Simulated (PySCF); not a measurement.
Molecule: Si(H)(OMe)2(SeH), SMILES CO[SiH]([SeH])OC. Atoms near the plane z = 0.0 Å, at the CAM-B3LYP/def2-SVP optimised geometry (x, y, z in Å): Si1 (-1.5, 0.5, 0.0), O5 (0.2, 0.5, 0.0), C6 (1.0, 1.1, 0.9), H7 (-2.1, 1.9, 0.0), H9 (-2.0, -2.2, -1.0), H12 (2.1, 0.9, 0.6), H13 (0.9, 2.2, 0.9).

Method: CAM-B3LYP/def2-TZVP run with PySCF. Cells within 0.4 Å of a nucleus heavier than hydrogen are left out (blank, or x). The values are rescaled to run from 0 to 1.

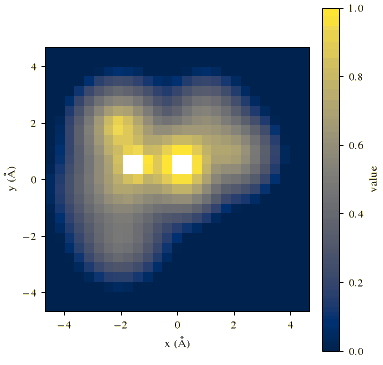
*a field on the plane z = 0.0 Å.*

Which quantity is mapped?
A. Laplacian of the electron density
B. an orbital amplitude
C. log10 of the electron density
D. electron localisation function

C, log10 of the electron density. In full: log10 of the electron density (e/bohr³), floored at −4.
